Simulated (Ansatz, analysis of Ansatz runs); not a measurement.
# SrLa2S4 (I-42d), nudged elastic band: H turning about S (q = +1), part 4 of 4

Aim: the barrier of one jump in SrLa2S4 (I-42d) at charge +1: H turning about S. The model is a cell of 112 host atoms with 1 H put in; H is the atom that moves.

Ansatz 0.2.0; plane-wave PAW DFT, PBEsol; nudged elastic band between two relaxed defect structures at fixed charge in a uniform background.

So far, barrier forward (eV): step 4 (nudged elastic band, charge +1) 0.255.

## 5. Single point at the top of the path, PBEsol

A single point at the top of the band gives the levels near the gap and the populations there.

This step: plane-wave PAW DFT, PBEsol; single point of a defect supercell on a structure of the PBEsol path.

qp1_c112k1s.top.probe/input.yaml

```yaml
crystal:
  lattice:
    - [-8.68134836, 8.68134836, 8.65211018]
    - [8.68134836, -8.68134836, 8.65211018]
    - [8.68134836, 8.68134836, -8.65211018]
  atoms:
    - { symbol: Sr, position: [0.24978696, 0.2495636, 0.0003161] }
    - { symbol: Sr, position: [0.12381578, 0.37361114, 0.2487318] }
[... 6 atom lines left out ...]
    - { symbol: S, position: [0.31891386, 0.36615825, 0.38024502] }
[... 5 atom lines left out ...]
    - { symbol: Sr, position: [0.24285417, 0.24606688, 0.49659123] }
[... 2 atom lines left out ...]
    - { symbol: La, position: [0.43445646, 0.497216, 0.81395582] }
[... 5 atom lines left out ...]
    - { symbol: S, position: [0.23868016, 0.44174623, 0.62437217] }
[... 1 atom line left out ...]
    - { symbol: S, position: [0.48211315, 0.4247082, 0.6289196] }
[... 20 atom lines left out ...]
    - { symbol: La, position: [0.36198526, 0.56625044, 0.55433731] }
[... 11 atom lines left out ...]
    - { symbol: La, position: [0.50316893, 0.30780262, 0.43499586] }
[... 12 atom lines left out ...]
    - { symbol: Sr, position: [0.63218626, 0.37440192, 0.75596897] }
[... 31 atom lines left out ...]
    - { symbol: La, position: [0.69855024, 0.63189398, 0.69115911] }
    - { symbol: S, position: [0.55699968, 0.67955006, 0.54795768] }
[... 6 atom lines left out ...]
    - { symbol: S, position: [0.55565607, 0.67763399, 0.7910649] }
    - { symbol: H, position: [0.50707922, 0.5254762, 0.63790287] }
total_charge: 1
basis:
  ecutwfc: 420
  xc_grid: 2
hamiltonian:
  xc: pbesol
kpoints:
  mp_grid: { grid: [1, 1, 1], shift: [0.25, 0.25, 0.25] }
scf:
  occupations: { method: fixed }
  max_iter: 120
output:
  forces: true
  eigenvalues: true
  eigenstates: { localisation: true }
  populations: true
  write_density: true
  write_potential: true
  volumetric_format: npy
  elf: true
checkpoint:
  write: "../qp1_c112k1s.top.probe.run"
  compress: false
  write_wavefunctions: false
  write_every: 100000
```

Run with:

```bash
$ ansatz run input.yaml --threads 32 --pin off --max-ram 84787MiB --backend cuda --events-out ev --progress --plain --runs-dir out --max-vram 78GiB
```

Numbers of over 12 decimals in the logs are rounded to 6 here.

Log:

```text
[...]
La: projections on atomic orbitals take those of the free atom [Kr 4d10] 4f0 5s2 5p6 5d1 6s2, of charge +0.00 (hamiltonian.pseudopotentials.projection_atoms); the dataset's partial waves leave at most 1.9e-5 of an orbital's norm unspanned inside its sphere
[...]
Crystal: 113 atoms, lattice volume = 2608.293 Å³
Basis set: ecut = 420 eV, 50805 PW (Γ), exchange–correlation on 216×216×216 points (8 copies of the dense FFT grid, shifted against one another)
Bands: 561, of which v1, the nominal top of the filled ones, is band 448 counted from 1 (447 counted from 0)
Symmetry: 1 space group operations
[...]
k-points: 1
[...]
SCF iter   1: F=—  HF=-309946.618404 eV  |F-HF|=—  |Δ(HF+E_count)|=         —  Δρ=5.56e-3  dr2=1.22e0  ethr=1.77e-3  ⟨swp⟩=6.0  Hψ=2301  notcnv=0  defer=108
[...]
SCF iter   7: F=—  HF=-309946.412334 eV  |F-HF|=—  |Δ(HF+E_count)|=   3.19e-7  Δρ=4.03e-6  dr2=9.99e-7  ethr=9.18e-10  ⟨swp⟩=2.0  Hψ=889  notcnv=0  defer=111
[...]
SCF 1 converged in 8 iterations: F = -309946.412334 eV  dr2 = 3.75e-8
[...]
SCF converged after 8 iterations
[...]
--- Löwdin populations: 113 sites ---
  site symbol       q [e]
     0     Sr      8.3591
     1     Sr      8.3581
  [... 6 atoms left out ...]
     8      S      6.5237
  [... 5 atoms left out ...]
    14     Sr      8.3619
  [... 2 atoms left out ...]
    17     La     10.6316
  [... 5 atoms left out ...]
    23      S      6.5052
  [... 1 atom left out ...]
    25      S      6.3003
  [... 20 atoms left out ...]
    46     La     10.6539
  [... 11 atoms left out ...]
    58     La     10.6154
  [... 44 atoms left out ...]
   103     La     10.6295
  [... 7 atoms left out ...]
   111      S      6.5443
   112      H      0.9035
  spilling = 0.006670 (of n_electrons = 896.000000)
```

Elapsed: 5.3 s, on 1 × NVIDIA GB200 with 32 threads of Arm Neoverse V2, shared host; peak memory 2.4 GiB.

This step gave:

```
free energy : -309946.4123 eV
```

States next to the filling edge at the first k-point, on the run's own zero (eigenstates.tsv). The participation number counts the atoms that a state is spread over, of 113; bands count from 0.

| spin | band | energy (eV) | occupation | participation | largest share on | share |
| --- | --- | --- | --- | --- | --- | --- |
| both | 442 | 8.591 | 2.00 | 58.0 | S41 | 0.04 |
| both | 443 | 8.598 | 2.00 | 60.5 | S12 | 0.04 |
| both | 444 | 8.610 | 2.00 | 59.3 | S54 | 0.05 |
| both | 445 | 8.619 | 2.00 | 60.3 | S25 | 0.04 |
| both | 446 | 8.629 | 2.00 | 47.8 | S68 | 0.06 |
| both | 447 | 8.632 | 2.00 | 52.9 | S93 | 0.04 |
| both | 448 | 11.019 | 0.00 | 16.2 | La104 | 0.14 |
| both | 449 | 11.229 | 0.00 | 37.8 | La104 | 0.10 |
| both | 450 | 11.258 | 0.00 | 63.8 | La73 | 0.03 |
| both | 451 | 11.274 | 0.00 | 66.7 | La31 | 0.03 |
| both | 452 | 11.300 | 0.00 | 65.6 | La33 | 0.03 |

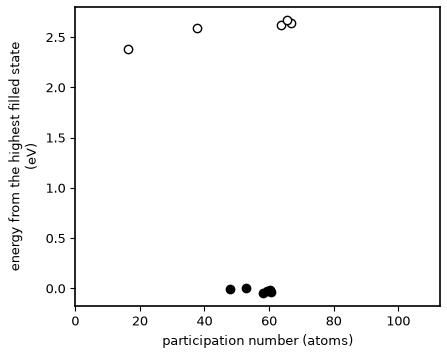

States next to the filling edge at the first k-point: energy against spread. Filled marks are occupied, open marks empty.

Under PBEsol at one point at (¼, ¼, ¼), the highest filled state is spread over 53 of 113 atoms, and the lowest empty one, 2.39 eV above it, is spread over 16 of 113 atoms.

Valence electrons by atom (Löwdin), nearest atoms first, with the excess over far atoms of the same element, which can also hold differences between inequivalent host sites (the log counts sites from 0):

| atom | distance from the centre (Å) | electrons | excess |
| --- | --- | --- | --- |
| H113 | 0.64 | 0.903 | - |
| S26 | 0.95 | 6.300 | -0.196 |
| La47 | 2.55 | 10.654 | 0.037 |
| S112 | 2.80 | 6.544 | 0.048 |
| S9 | 2.88 | 6.524 | 0.027 |
| La104 | 2.95 | 10.629 | 0.013 |
| La18 | 3.21 | 10.632 | 0.015 |
| Sr15 | 3.28 | 8.362 | 0.003 |

The distance between the highest filled and the lowest empty level goes from 2.57 eV at the start to 2.39 eV at the top.

## 6. Summary of results

* barrier forward: 0.25 eV (in doubt, see below)
* barrier backward: 0.29 eV
* end less start: -0.04 eV
* hop length: 2.77 Å
* band iterations, as the log counts them: 10

What this shows: The top of the band lies 0.25 eV above the start and 0.29 eV above the end. In at least one step between neighbouring images a covalent bond changes partner or an atom goes far. The images sample such a step coarsely, so the top may lie higher. For hydrogen, zero-point energy and tunnelling change the rate much, so no rate follows from this barrier alone. At the top H113 stands 1.38 Å from its nearest S, 0.22 Å closer than at the start. The order of the top as a saddle was not checked for all atoms, so a bent path could be lower. No image-charge correction is applied; it largely cancels along a path if the charge stays localised alike. Limits: one k-point off the zone centre stands for the whole zone; spin–orbit coupling, which can matter with heavy atoms, is left out.

[Logs are printed without paths, hosts, clocks, repeated set-up lines and the standing remarks that a program may print on its own settings, such as how far it seeks lower states.]

[Hosts, paths, dates, database ids (printed as entryN), source tags and the programs' standing remarks are cut or masked in the printed files.]
